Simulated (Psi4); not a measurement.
# PH (SMILES [PH]) at UHF/def2-SV(P) (sweep point 1)

What is the vertical ionisation energy of PH at UHF/def2-SV(P) (sweep point 1)? 

The results are computed with Psi4 1.11.

## Step 1: The molecule

PH has 2 atoms, charge 0, and is taken as a triplet. SMILES: `[PH]`. Geometry: relaxed at GFN2-xTB.

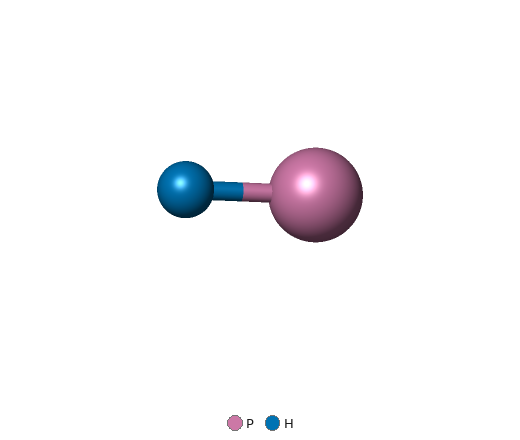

The structure, seen from a chosen angle (phosphorus pink, hydrogen blue).

## Step 2: A single-point energy at UHF/def2-SV(P) (sweep point 1)

input.in

```
memory 1600 mb

molecule {
  0 3
  P      0.00000000     0.00000000     0.00000000
  H      0.00000000     0.00000000     2.64385913
  units bohr
  symmetry c1
}

set {
  reference uhf
  puream    true
  scf_type  pk
  maxiter   150
}

e_tot, wfn = energy("scf/def2-SV(P)", return_wfn=True)
print_variables()
```

The run is started by

```bash
$ psi4 -n 1 input.in input.out
```

input.out:

```text
[...]
  Running in c1 symmetry.
[...]
  Nuclear repulsion =    5.673524670733875
[...]
  Multiplicity = 3
[...]
  Nalpha       = 9
  Nbeta        = 7
[...]
    Number of basis functions: 20
[...]
   @UHF iter   1:  -341.15904540938658   -5.78468e-01   5.25987e-03 ADIIS/DIIS
[...]
   @UHF iter   9:  -341.17246316170360   -8.11229e-09   3.08835e-07 DIIS
[...]
   @S^2 Observed:                2.020863715E+00
[...]
    Orbital Energies [Eh]
    ---------------------
    Alpha Occupied:
       1A    -79.929392     2A     -7.503523     3A     -5.409159
       4A     -5.409159     5A     -5.394897     6A     -0.850093
       7A     -0.474367     8A     -0.383823     9A     -0.383823
    Alpha Virtual:
      10A      0.183688    11A      0.379221    12A      0.507114
      13A      0.715847    14A      0.715847    15A      0.717956
      16A      0.717956    17A      0.740880    18A      0.740880
      19A      0.880918    20A      1.154364
    Beta Occupied:
[...]
  @UHF Final Energy:  -341.17246316170360
   => Energetics <=
    Nuclear Repulsion Energy =              5.6735246707338751
    One-Electron Energy =                -483.2801816480155139
    Two-Electron Energy =                 136.4341938155780554
    Total Energy =                       -341.1724631617036039
  UHF NO Occupations:
  HONO-2 :    7  A 1.9899873
  HONO-1 :    8  A 1.0000000
[...]
 Multipole Moments:
 ------------------------------------------------------------------------------------
     Multipole            Electronic (a.u.)      Nuclear  (a.u.)        Total (a.u.)
 ------------------------------------------------------------------------------------
 L = 1.  Multiply by 2.5417464519 to convert [e a0] to [Debye]
 Dipole X            :          0.0000000            0.0000000            0.0000000
 Dipole Y            :         -0.0000000            0.0000000           -0.0000000
 Dipole Z            :         -1.0334481            1.3108184            0.2773703
 Magnitude           :                                                    0.2773703
[...]
```

It took 0.82 s on 1 thread of AMD EPYC 9R45 (Zen 5), shared host; peak memory 0.18 GiB.

## Step 3: The doublet cation, same level

calc.inp

```
memory 1.6 GB

molecule system {
  1 2
  P      0.00000000     0.00000000     0.00000000
  H      0.00000000     0.00000000     2.64385913
  units au
  symmetry c1
}

set globals {
  basis     def2-SV(P)
  reference uhf
  puream    true
  scf_type  pk
  maxiter   150
}

energy_value, wavefunction = energy('hf', return_wfn=True)
```

The run is started by

```bash
$ psi4 -i calc.inp -o calc.out -n 1
```

calc.out, cut to the lines that bear on the results:

```text
[...]
  Running in c1 symmetry.
[...]
  Nuclear repulsion =    5.673524670733875
[...]
  Multiplicity = 2
[...]
  Nalpha       = 8
  Nbeta        = 7
[...]
    Number of basis functions: 20
[...]
   @UHF iter   1:  -340.78120005711310   -2.00623e-01   9.38166e-03 DIIS/ADIIS
[...]
   @UHF iter   9:  -340.81603000275908   -5.07271e-09   3.46916e-07 DIIS
[...]
   @S^2 Observed:                7.618400567E-01
[...]
    Orbital Energies [Eh]
    ---------------------
    Alpha Occupied:
       1A    -80.331614     2A     -7.898065     3A     -5.804793
       4A     -5.790931     5A     -5.788051     6A     -1.147131
       7A     -0.788516     8A     -0.707625
    Alpha Virtual:
       9A     -0.330616    10A     -0.081171    11A      0.102659
      12A      0.235197    13A      0.395745    14A      0.402636
      15A      0.405220    16A      0.408415    17A      0.425000
      18A      0.442696    19A      0.570717    20A      0.832468
    Beta Occupied:
[...]
  @UHF Final Energy:  -340.81603000275908
   => Energetics <=
    Nuclear Repulsion Energy =              5.6735246707338751
    One-Electron Energy =                -477.3389323992649906
    Two-Electron Energy =                 130.8493777257720581
    Total Energy =                       -340.8160300027590779
  UHF NO Occupations:
  HONO-2 :    6  A 1.9998223
  HONO-1 :    7  A 1.9942423
[...]
 Multipole Moments:
 ------------------------------------------------------------------------------------
     Multipole            Electronic (a.u.)      Nuclear  (a.u.)        Total (a.u.)
 ------------------------------------------------------------------------------------
 L = 1.  Multiply by 2.5417464519 to convert [e a0] to [Debye]
 Dipole X            :          0.0000000            0.0000000            0.0000000
 Dipole Y            :         -0.0000000            0.0000000           -0.0000000
 Dipole Z            :         -0.8763369            1.3108184            0.4344815
 Magnitude           :                                                    0.4344815
[...]
```

Wall time 0.9 s (1 thread of AMD EPYC 9R45 (Zen 5), shared host); peak memory 0.18 GiB.

## Step 4: Results

Level: UHF/def2-SV(P) (sweep point 1).

| quantity | value |
| --- | --- |
| triplet PH: total energy | -341.17246 Eh |
| triplet PH: dipole moment | 0.71 D |
| triplet PH: HOMO energy (highest over α and β) | -10.44 eV |
| triplet PH: LUMO energy (lowest over α and β) | 1.76 eV |
| triplet PH: ⟨S²⟩ | 2.021 |
| doublet cation: total energy | -340.81603 Eh |
| doublet cation: HOMO energy (highest over α and β) | -19.26 eV |
| doublet cation: LUMO energy (lowest over α and β) | -9.00 eV |
| doublet cation: ⟨S²⟩ | 0.762 |
| vertical ionisation energy (to the doublet cation) | 9.699 eV |

What this shows: Removing an electron at fixed nuclei costs 9.70 eV (936 kJ/mol).
